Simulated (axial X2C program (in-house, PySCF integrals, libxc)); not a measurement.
## HfCl⁺: relativistic diatomic calculation

System: HfCl⁺, single determinant with Ω = 3 (not the lowest found). The distance is the PBE0 minimum at charge 1.
Method: expectation values, HF and Kohn-Sham, two-component X2C with atomic mean-field Coulomb and Gaunt terms, Hf dyall-cv3z, Cl dyall-av3z (cores contracted) (axial X2C program (in-house, PySCF integrals, libxc)).

Summary:

| quantity | value |
| --- | --- |
| outcome | converged |
| hardware | 1 thread of Arm Neoverse N1, 54 GiB of memory available, shared host |
| wall time | 14 s |
| peak memory | 0.49 GiB |

Input:
```
{"zs": [72, 17], "q": 1, "bas": ["dyall-cv3z", "dyall-av3z"], "r0": 2.51, "levels": ["PBE0", "HF", "PBE50", "B3LYP", "TPSSh"], "nst": 3}
```

The line is the task of a batch: nuclear charges, charge, bases, the levels to run, a first guess of the distance and further settings. This report covers the levels named above. The log is that of the reference distance, started from orbitals converged before.

Launched within a batch (the task file carries these settings):
```bash
python <driver script> task.json out
```

Output:
```
two-component X2C + atomic mean field  PBE0
basis functions 247  fitting functions 1222  grid points 5079
iter        total energy     max residual
   1     -15537.641283395     1.03e-05
   2     -15537.641283411     1.58e-05
   3     -15537.641283414     4.18e-06
   4     -15537.641283417     1.53e-06
   5     -15537.641283418     8.75e-07
converged
one-electron -21878.17177555  Coulomb 6402.18343488  exact exchange -83.80101689  xc functional -256.95970741  nuclear repulsion 291.89405415  atomic mean-field constant -12.78627260
```

Expectation values by level of theory:

```csv
quantity,PBE0,HF,PBE50,B3LYP,TPSSh
effective field for an electron dipole moment (GV/cm),−19.0,−22.3,−17.9,−21.3,−16.4
field gradient at the first nucleus (a.u.),−1.67,−2.83,−2.04,−1.55,−1.60
field gradient at the second nucleus (a.u.),0.393,0.275,0.401,0.379,0.352
"A∥/gI, first nucleus (MHz)",2240,2090,2200,2290,2200
"A∥/gI, second nucleus (MHz)",7.31,−0.434,4.32,8.52,7.81
```

Each column comes from one determinant with 2 or more unpaired spinors, which can mix states, in a basis with contracted cores. The spread over the levels shows only part of the uncertainty.

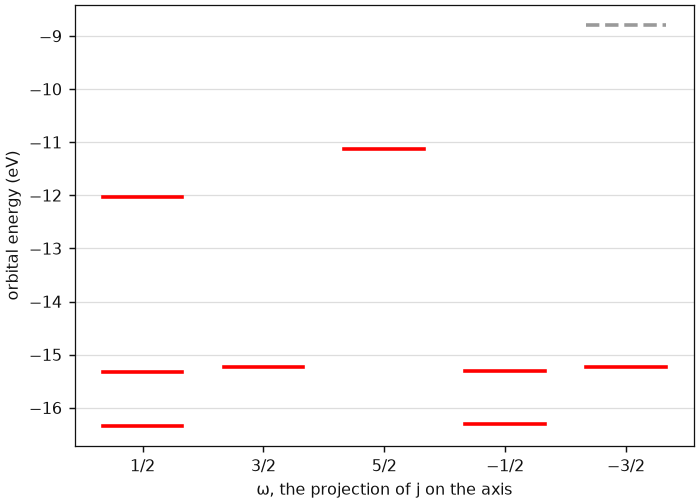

**Figure 1.** Orbital energies (PBE0) near the frontier at 2.22 Å, filled (solid) and empty (dashed). The highest filled spinor (5/2; 98 % Hf d) lies at −11.12 eV, the lowest empty one (−3/2; 98 % Hf d) at −8.79 eV.
